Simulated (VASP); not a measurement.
Band structure of NiSi$_{2}$ (fluorite). All values below come from PW91 GGA, VASP's PBE PAW potentials (set 64) (plane waves; VASP).

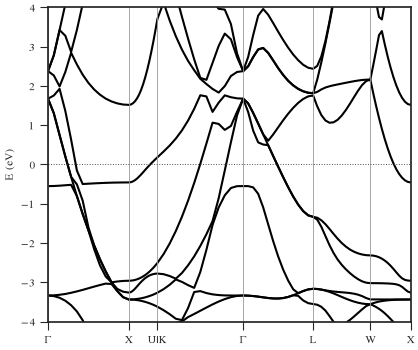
*Bands along high-symmetry lines, zero at the valence-band maximum or, without a gap, the Fermi level*

**Question.** Read the plot: is there a gap, and where are the band edges?

**Answer.** It has no gap at this level: it comes out as a metal or semimetal. (Edges off the drawn lines would not show.)

The compound is NiSi2 in the fluorite structure. It was relaxed first. The run is not spin-polarised, so no magnetic state was tried.
